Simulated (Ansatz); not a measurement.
## Run report: GeNH7, frequency calculation

System: GeNH7.
Method: RHF/def2-SVP (Ansatz 0.2.0).

It belongs to a series of runs on one base structure; here: vibrations at the highest image of the band. Figures and captions count atoms from 1; the log counts them from 0 in places.

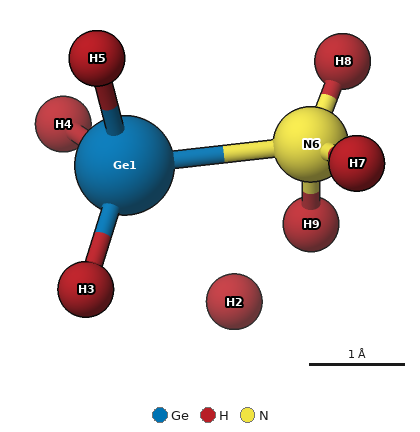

Figure 1. The structure (ball-and-stick view, seen at an oblique angle; atoms are numbered from 1 in the order of the input). Sticks mark near contacts. Bond lengths as drawn: Ge–H 1.52 to 1.56 Å, Ge–N 1.97 Å and H–N 1.01 to 1.12 Å.

Input file:
```yaml
crystal:
  periodic: [false, false, false]
  atoms:
    - { symbol: Ge, position_ang: [-0.308482, 0.085605, -0.21366] }
    - { symbol: H, position_ang: [0.012146, 0.592697, 2.024726] }
    - { symbol: H, position_ang: [0.829123, -0.879341, 0.059233] }
    - { symbol: H, position_ang: [-0.025132, 1.565635, -0.382766] }
    - { symbol: H, position_ang: [-0.989683, -0.390955, -1.532019] }
    - { symbol: "N", position_ang: [-1.848593, -0.240356, 0.974038] }
    - { symbol: H, position_ang: [-2.137203, -1.202823, 1.069747] }
    - { symbol: H, position_ang: [-2.659067, 0.338304, 0.809529] }
    - { symbol: H, position_ang: [-1.193708, 0.131232, 1.798473] }
basis:
  gaussian: { orbitals: def2-SVP }
hamiltonian:
  xc: hf
phonons: {}
```

Run on 1 thread of Arm Neoverse V2, 24 GiB of memory available, shared host.

Command:
```bash
ansatz run input.yaml --threads 1 --pin off --max-ram 2048MiB --backend cpu --events-out ev --progress --plain --runs-dir out
```

Log:
```
Engine: ansatz 0.2.0, aarch64-unknown-linux-gnu
Functional definition: HF
  exchange = exact_x
  correlation = 0
884 factors; integrals over basis functions are off by at most 4.3e-4 eV
mean field evaluation 1: about -58052.8909 eV, gradient 2.3e1 eV
mean field evaluation 2: about -58052.9257 eV, gradient 2.3e1 eV
mean field evaluation 4: about -58054.3626 eV, gradient 2.7e0 eV
mean field evaluation 8: about -58054.3864 eV, gradient 8.4e-2 eV
mean field -58054.38642742 eV, -2133.4593505314 hartree, gradient 1.3e-5 eV, S^2 0.000000; 0 other end points of the search recorded, 0 dependent functions left out
the calculation of the forces begins
reference -58054.38642742 eV, -2133.4593505314 hartree; 23, 23 occupied and 58, 58 virtual orbitals, 884 factors
these checks for a lower state are left out or cut short: stability, starts, cluster_reference, orbital_swaps, neighbouring_geometries, increment
884 factors; integrals over basis functions are off by at most 4.3e-4 eV
mean field evaluation 16: about -58054.3865 eV, gradient 1.6e-4 eV
mean field -58054.38649016 eV, -2133.4593528369 hartree, gradient 1.7e-6 eV, S^2 0.000000; 0 other end points of the search recorded, 0 dependent functions left out
[... from here on the field's lines of each further geometry are left out, up to the last ...]
the calculation of the forces begins
reference -58054.38638538 eV, -2133.4593489862 hartree; 23, 23 occupied and 58, 58 virtual orbitals, 884 factors
these checks for a lower state are left out or cut short: stability, starts, cluster_reference, orbital_swaps, neighbouring_geometries, increment
884 factors; integrals over basis functions are off by at most 4.3e-4 eV
mean field -58054.38637430 eV, -2133.4593485793 hartree, gradient 2.4e-6 eV, S^2 0.000000; 0 other end points of the search recorded, 0 dependent functions left out
the calculation of the forces begins
reference -58054.38637430 eV, -2133.4593485793 hartree; 23, 23 occupied and 58, 58 virtual orbitals, 884 factors
WARN: phonons: modes at or below zero, which the zero-point energy, F, S and C_V leave out: 1, the lowest at -1042.00 cm⁻¹. A minimum has none, and a first-order saddle one
Total energy: -58054.38642742 eV, -2133.4593505314 hartree
Atom 0 at    -0.308482     0.085605    -0.213660 Å, force     0.059143     0.000863    -0.015795 eV/Å
Atom 1 at     0.012146     0.592697     2.024726 Å, force    -0.015549     0.005480    -0.002743 eV/Å
Atom 2 at     0.829123    -0.879341     0.059233 Å, force    -0.002478    -0.008412    -0.009510 eV/Å
Atom 3 at    -0.025132     1.565635    -0.382766 Å, force    -0.007432     0.006880    -0.004538 eV/Å
Atom 4 at    -0.989683    -0.390955    -1.532019 Å, force    -0.007723     0.000795     0.001848 eV/Å
Atom 5 at    -1.848593    -0.240356     0.974038 Å, force    -0.026888     0.033749     0.032522 eV/Å
Atom 6 at    -2.137203    -1.202823     1.069747 Å, force     0.004644     0.002359     0.007715 eV/Å
Atom 7 at    -2.659067     0.338304     0.809529 Å, force    -0.004596    -0.009975    -0.011657 eV/Å
Atom 8 at    -1.193708     0.131232     1.798473 Å, force     0.000879    -0.031739     0.002158 eV/Å
Dipole moment:    -0.785617    -0.349869    -0.447245 e Å
Vibrations: -1042.00 284.88 385.11 515.59 601.54 650.22 748.54 901.70 918.72 970.80 1015.32 1017.29 1371.08 1636.82 1739.95 2130.23 2202.53 2321.34 2330.88 3693.06 3797.24 cm⁻¹, zero-point energy 1.812205 eV
```

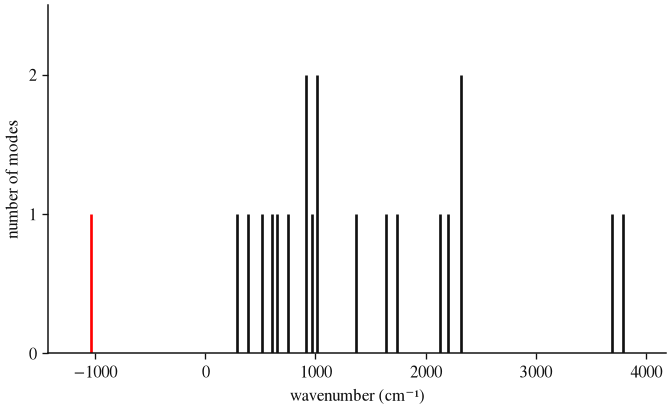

Figure 2. Harmonic vibrational wavenumbers from the force constants; neighbouring modes closer than 22 cm⁻¹ are counted in one stick, and imaginary ones are drawn at negative wavenumbers. 21 modes from 1042i to 3797 cm⁻¹, 1 imaginary beyond 8i (1042i cm⁻¹): a first-order saddle point, if the geometry is stationary.

Results in brief:

```json
{"quantity": "outcome", "value": "converged"}
{"quantity": "total energy", "value": "−58054.3864 eV"}
{"quantity": "mean-field energy", "value": "−58054.3864 eV"}
{"quantity": "largest force (length of the vector)", "value": "0.061 eV/Å"}
{"quantity": "wall time", "value": "52 s"}
{"quantity": "peak memory", "value": "0.14 GiB"}
```
